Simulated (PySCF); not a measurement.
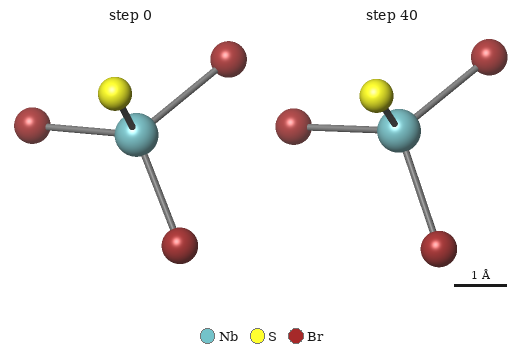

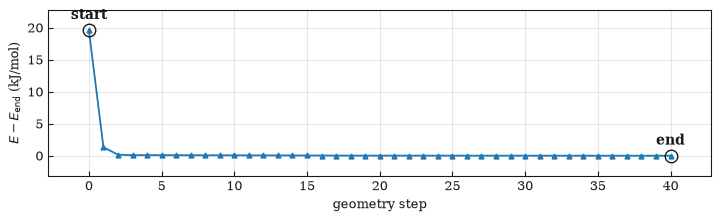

First and last geometry of a relaxation of NbSBr3, with the history of the run. Style: ball-and-stick. Shown at a tilt.

The start comes from GFN2-xTB. Its atoms were then displaced at random by about 0.03 Å.

All numbers below come from PBE0-D3(BJ)/def2-SVP geometry optimisation, gas phase in PySCF 2.14.0, density-fitted response routines. 

> What do the curves and the structures tell?

The relaxation stopped without meeting its thresholds, so the last structure isn't shown to be converged. The largest move after the best rigid fit is that of the Nb atom, 0.084 Å. Largest moves by element: Nb 0.084 Å, Br 0.079 Å, S 0.048 Å. Some distances before and after: Br–Nb 2.299 → 2.410 Å, Nb–S 2.182 → 2.117 Å, Br–Nb 2.459 → 2.419 Å, Br–Nb 2.403 → 2.420 Å. Among the angles between lasting bonds that change: Br–Nb–Br 114.0° → 109.7°, S–Nb–Br 104.5° → 107.8°, S–Nb–Br 110.4° → 107.5°. Over 40 geometry steps the energy falls by 19.6 kJ/mol. Cost: 10 min on 1 thread of Arm Neoverse V2, on a shared host.
